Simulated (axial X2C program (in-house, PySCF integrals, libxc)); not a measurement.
# A two-component session on RuGa: properties at the nuclei

Wanted for RuGa: properties at the nuclei, at the two-component level.

Computed with an in-house X2C program for linear molecules on PySCF integrals. Level: two-component X2C with atomic mean-field terms, Ru dyall-cv3z, Ga dyall-cv3z.

All values are calculated.

## Step 1: The job

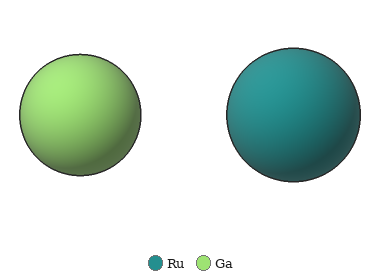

The two atoms at 2.490 Å (ruthenium teal, gallium green).

Input file task.json:

```json
{
 "zs": [
  44,
  31
 ],
 "q": 0,
 "bas": [
  "dyall-cv3z",
  "dyall-cv3z"
 ],
 "r0": 2.49,
 "levels": [
  "PBE0",
  "HF",
  "PBE",
  "PBE50",
  "B3LYP"
 ],
 "nst": 3
}
```

Keys: zs atomic numbers; q charge; bas basis sets; r0 starting distance in Å; levels methods (HF also brings MP2); nst determinants followed.

Command:

```bash
$ python soeom.py task.json out
```

Nuclei are Gaussian, cores are contracted, and the Gaunt term is on.

## Step 2: Expectation values, lowest determinant

R = 2.370 Å. State: Ω = 3/2 (excess of +ω over −ω: ω = 1/2, ω = -3/2, ω = 5/2).

Output of the PBE0 run:

```text
two-component X2C + atomic mean field  PBE0
basis functions 258  fitting functions 1296  grid points 5808
iter        total energy     max residual
   1      -6471.324143162     1.34e-05
   2      -6471.324143198     1.06e-05
   3      -6471.324143205     9.96e-06
   4      -6471.324143219     5.44e-06
   5      -6471.324143225     2.36e-06
   6      -6471.324143226     1.50e-06
converged
one-electron -9558.46219187  Coulomb 2995.76163721  exact exchange -51.68531986  xc functional -158.61144170  nuclear repulsion 304.55599818  atomic mean-field constant -2.88282518
```

The highest occupied spinor is 42% Ru d, 38% Ga p, 9% Ga s.

```tsv
level	Eeff magnitude (GV/cm)	Ws magnitude Ru (kHz)	A∥/gI Ru (MHz)	qzz Ru (a.u.)	A∥/gI Ga (MHz)	qzz Ga (a.u.)	μ (D)
PBE0	0.148	0.207	1080	-4.19	53.7	-2.74	-0.72
HF	5.27	1.78	382	-3.85	25.2	-3.28	-0.04
PBE	0.0204	0.194	1350	-4.72	94.1	-2.26	-0.55
PBE50	2.12	0.811	685	-3.61	33.1	-3.30	-0.99
B3LYP	0.125	0.12	1220	-4.40	63.2	-2.59	-0.50
```

Eeff is the effective electric field on the electron dipole moment in this Ω state and Ws the scalar–pseudoscalar constant (defined with the proton number Z and per Ω); A∥ is the parallel hyperfine constant, which follows by multiplying with the nuclear g factor gI = μI/(I μN); qzz is the electric field gradient, eQq0 = 234.96 MHz × Q/barn × qzz; μ is positive if Ga is the positive end. The operators were transformed with the bare-nucleus X2C matrices.

## Step 3: Expectation values, a higher determinant

R = 2.370 Å. State: Ω = 7/2 (excess of +ω over −ω: 2 × ω = 1/2, ω = 5/2), 0.31 eV above the lowest in the PBE0 search for states (made at or near this distance, with looser thresholds).

Output of the PBE0 run:

```text
two-component X2C + atomic mean field  PBE0
basis functions 258  fitting functions 1296  grid points 5808
iter        total energy     max residual
   1      -6471.312648772     5.67e-06
   2      -6471.312648784     5.21e-06
   3      -6471.312648787     4.67e-06
   4      -6471.312648789     5.54e-06
   5      -6471.312648792     2.04e-06
   6      -6471.312648792     1.16e-06
converged
one-electron -9559.62000581  Coulomb 2996.93323677  exact exchange -51.68588055  xc functional -158.61317221  nuclear repulsion 304.55599818  atomic mean-field constant -2.88282518
```

The highest occupied spinor is 99% Ru d.

```tsv
level	Eeff magnitude (GV/cm)	Ws magnitude Ru (kHz)	A∥/gI Ru (MHz)	qzz Ru (a.u.)	A∥/gI Ga (MHz)	qzz Ga (a.u.)	μ (D)
PBE0	3.28	0.21	862	1.04	56.7	-1.06	0.39
HF	3.65	0.1	859	1.55	8.55	-0.20	-1.28
PBE	2.37	0.101	918	1.12	80.1	-0.71	0.61
PBE50	4.31	0.338	797	0.86	36.8	-1.45	0.00
B3LYP	2.77	0.158	890	1.08	62.3	-0.94	0.62
```

## Step 4: Expectation values, a higher determinant

R = 2.370 Å. State: Ω = 9/2 (excess of +ω over −ω: ω = 1/2, ω = 3/2, ω = 5/2), 0.35 eV above the lowest in the PBE0 search for states (made at or near this distance, with looser thresholds).

Output of the PBE0 run:

```text
two-component X2C + atomic mean field  PBE0
basis functions 258  fitting functions 1296  grid points 5808
iter        total energy     max residual
   1      -6471.311457788     1.22e-05
   2      -6471.311457824     7.34e-06
   3      -6471.311457834     5.88e-06
   4      -6471.311457845     2.96e-06
   5      -6471.311457846     1.86e-06
converged
one-electron -9559.30559992  Coulomb 2996.61724756  exact exchange -51.68713334  xc functional -158.60914516  nuclear repulsion 304.55599818  atomic mean-field constant -2.88282518
```

The highest occupied spinor is 46% Ga p, 42% Ru s, 5% Ru p.

```tsv
level	Eeff magnitude (GV/cm)	Ws magnitude Ru (kHz)	A∥/gI Ru (MHz)	qzz Ru (a.u.)	A∥/gI Ga (MHz)	qzz Ga (a.u.)	μ (D)
PBE0	1.22	0.0738	726	-0.01	33.4	-2.72	-0.35
HF	2.32	0.112	486	0.77	-27.8	-3.09	-0.50
PBE	0.608	0.00347	775	-0.20	45.2	-2.44	-0.11
PBE50	0.495	0.0141	632	0.48	16.8	-3.37	-0.85
B3LYP	0.996	0.0493	743	-0.09	39.4	-2.63	-0.11
```

## Step 5: Outcome

```
                                        quantity                                                       value
                              lowest determinant  Ω = 3/2 (excess of +ω over −ω: ω = 1/2, ω = -3/2, ω = 5/2)
                    Eeff magnitude (GV/cm), PBE0                                                       0.148
                     Ws magnitude Ru (kHz), PBE0                                                       0.207
                            A∥/gI Ru (MHz), PBE0                                                        1080
                             qzz Ru (a.u.), PBE0                                                       -4.19
                              higher determinant        Ω = 7/2 (excess of +ω over −ω: 2 × ω = 1/2, ω = 5/2)
Eeff magnitude (GV/cm), PBE0, higher determinant                                                        3.28
 Ws magnitude Ru (kHz), PBE0, higher determinant                                                        0.21
        A∥/gI Ru (MHz), PBE0, higher determinant                                                         862
         qzz Ru (a.u.), PBE0, higher determinant                                                        1.04
                              higher determinant   Ω = 9/2 (excess of +ω over −ω: ω = 1/2, ω = 3/2, ω = 5/2)
Eeff magnitude (GV/cm), PBE0, higher determinant                                                        1.22
 Ws magnitude Ru (kHz), PBE0, higher determinant                                                      0.0738
        A∥/gI Ru (MHz), PBE0, higher determinant                                                         726
         qzz Ru (a.u.), PBE0, higher determinant                                                       -0.01
```

**Reading.** In the first state, the effective field runs from 0.0204 to 5.27 GV/cm over the mean-field levels, so the levels don't agree on it. The expectation values come from single determinants, which for open shells can mix terms of unlike spin or miss the lowest Ω, so a determinant need not be a state. Eeff is the effective electric field on the electron dipole moment in this Ω state and Ws the scalar–pseudoscalar constant (defined with the proton number Z and per Ω); A∥ is the parallel hyperfine constant, which follows by multiplying with the nuclear g factor gI = μI/(I μN); qzz is the electric field gradient, eQq0 = 234.96 MHz × Q/barn × qzz; μ is positive if Ga is the positive end. The operators were transformed with the bare-nucleus X2C matrices.
